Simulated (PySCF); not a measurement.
Vertical excitations of a molecule C₄H₆BF from TDA-M06-2X/def2-SVPD (PySCF), as energy in eV (oscillator strength): 5.78 (0.001), 6.68 (0.293), 7.20 (0.001), 7.47 (0.024), 7.91 (0.000), 8.03 (0.009), 8.06 (0.002), 8.21 (0.003), 8.49 (0.028), 8.58 (0.086). Lowest triplet (TDA): 4.22 eV. The structure is a stationary point at TPSSh-D3(BJ)/def2-SVP. One conformer was computed; it need not be the lowest.

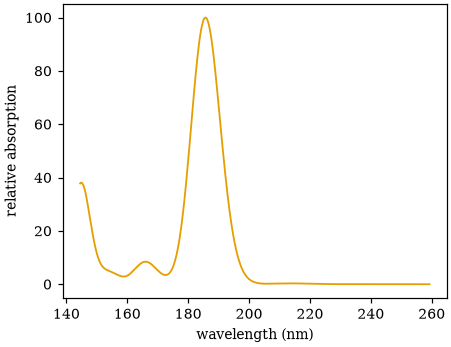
Figure. The lines broadened by 0.4 eV.

Q: Identify the compound among the candidates.
(A) FB1C=CCC1
(B) C=CB(F)C=C
(C) CB1C=C(F)C1
(D) C=C1CB(F)C1

A: A, FB1C=CCC1
